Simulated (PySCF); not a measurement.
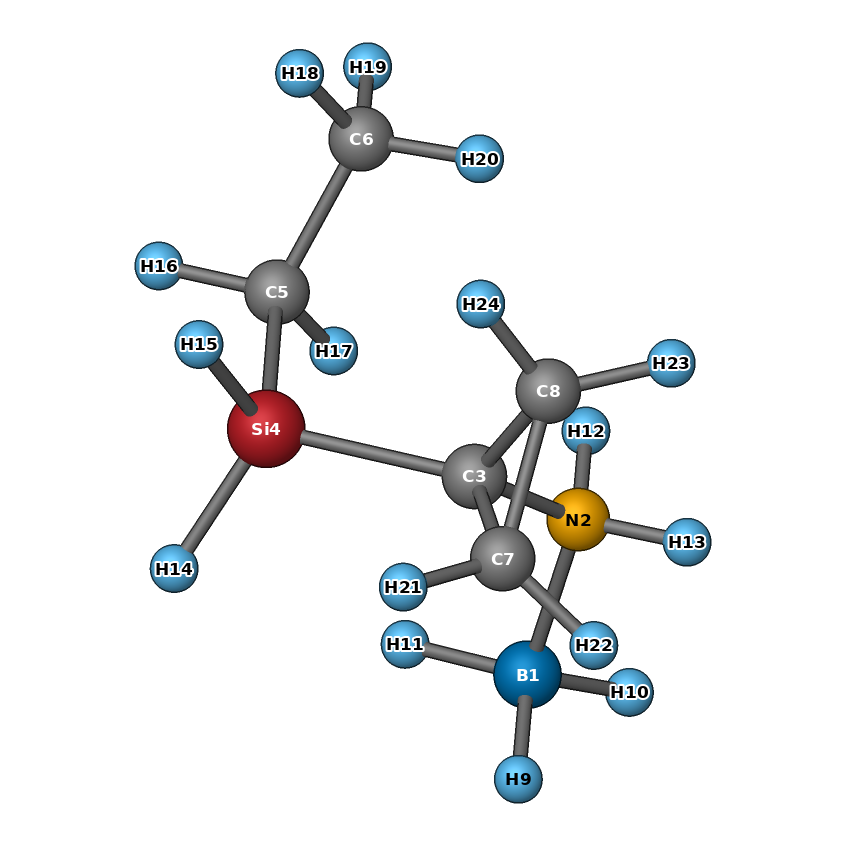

The questions are on ESP-fitted charges. The geometry was computed by an optimisation with GFN2-xTB. No frequency run is at hand to confirm it as a minimum. Level of theory: PBE0/pcSseg-1, gas phase (PySCF 2.14.0).

Which atom carries the highest charge (most positive or least negative)?

H12, H13 (0.43 e).

And the lowest?

N2 (−0.79 e).

List the ESP-fitted charges.

```csv
atom,value (e)
B1,0.05
N2,−0.79
C3,0.30
Si4,0.29
C5,−0.10
C6,−0.17
C7,−0.35
C8,−0.28
H9,−0.13
H10,−0.16
H11,−0.13
H12,0.43
H13,0.43
H14,−0.07
H15,−0.09
H16,0.06
H17,0.05
H18,0.05
H19,0.06
H20,0.00
H21,0.16
H22,0.17
H23,0.11
H24,0.12
```

The geometry is semi-empirical. Around B, Si such bond lengths and angles can be off by a tenth of an ångström or more and by several degrees, and values that hang on the shape move with them.
